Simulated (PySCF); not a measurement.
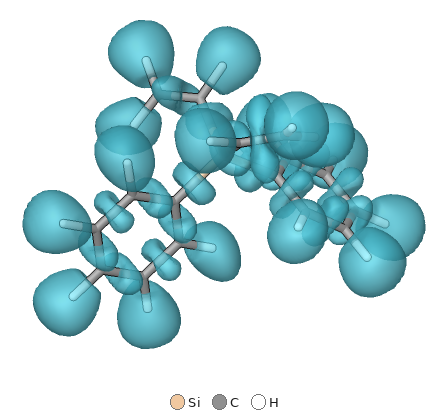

Figure. C16H16Si (Si(vinyl)2Ph2). Isosurface of the electron localisation function at 0.75 (cyan), seen at a tilt. Only the valence region is drawn (cores and ρ < 0.01 e/Å³ removed).

Geometry: PBE0-D3(BJ)/def2-SVP.

Theory: PBE0/pcSseg-1, SCF density, gas phase, non-relativistic in PySCF.

```xyz
33

Si    0.7935    0.0250    0.5590
C     0.8926    0.0887    2.4317
C     0.7619   -0.9716    3.2376
H     1.0984    1.0622    2.8981
H     0.5510   -1.9725    2.8435
H     0.8554   -0.8911    4.3268
C     2.5340    0.0352   -0.1396
C     2.9652    0.8846   -1.0797
H     3.2434   -0.7066    0.2534
H     2.3064    1.6502   -1.5061
H     3.9915    0.8582   -1.4641
C    -0.1317    1.5378   -0.0759
C     0.2839    2.8294    0.2876
C    -0.3837    3.9590   -0.1809
C    -1.4851    3.8167   -1.0255
C    -1.9112    2.5436   -1.3990
C    -1.2391    1.4158   -0.9277
H     1.1500    2.9598    0.9444
H    -0.0446    4.9555    0.1134
H    -2.0109    4.7014   -1.3933
H    -2.7725    2.4273   -2.0617
H    -1.5827    0.4215   -1.2270
C    -0.0963   -1.5412    0.0148
C     0.3989   -2.3309   -1.0333
C    -0.2870   -3.4655   -1.4668
C    -1.4867   -3.8292   -0.8575
C    -1.9983   -3.0551    0.1843
C    -1.3079   -1.9236    0.6142
H     1.3362   -2.0500   -1.5225
H     0.1164   -4.0679   -2.2847
H    -2.0259   -4.7178   -1.1953
H    -2.9399   -3.3354    0.6635
H    -1.7195   -1.3252    1.4325
```

Where are the electrons localised?

The surface consists of 14 regions between bonded C–C atoms (shared pairs), four regions between bonded C–Si atoms (shared pairs) and 16 regions around hydrogen nuclei. Profiles from the grid: C–C (1.34 Å): the ELF peaks at about 0.90 between the atoms; a multiple bond. C–Si (1.88 Å): the ELF peaks at about 0.95 between the atoms (a covalent bond).
